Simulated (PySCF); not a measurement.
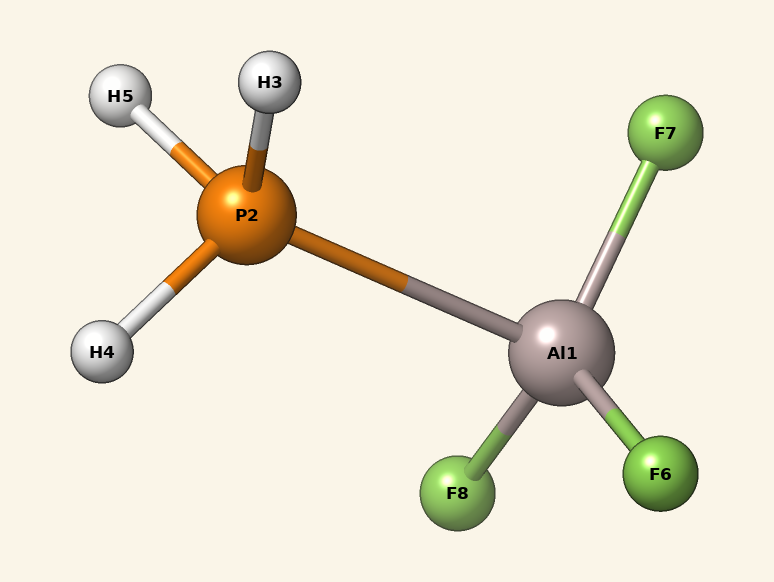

Computed geometry: PBE0-D3(BJ)/def2-SVP optimisation. No frequency run is at hand to confirm it as a minimum. Properties computed with delta-SCF UKS SCAN, pcX-2 on the ionised atom (unc-x2c-TZVPall on a metal), pcseg-1 elsewhere, spin-free X2C (PySCF 2.14.0).

Give the core-electron binding energies (to vacuum; p and d levels without spin–orbit splitting) of Al1 1s, Al1 2p, P2 1s, P2 2p, F6 1s.

| atom | level | binding energy (eV) |
| --- | --- | --- |
| Al1 | 1s | 1568.2 |
| Al1 | 2p | 81.5 |
| P2 | 1s | 2152.6 |
| P2 | 2p | 139.4 |
| F6 | 1s | 691.5 |
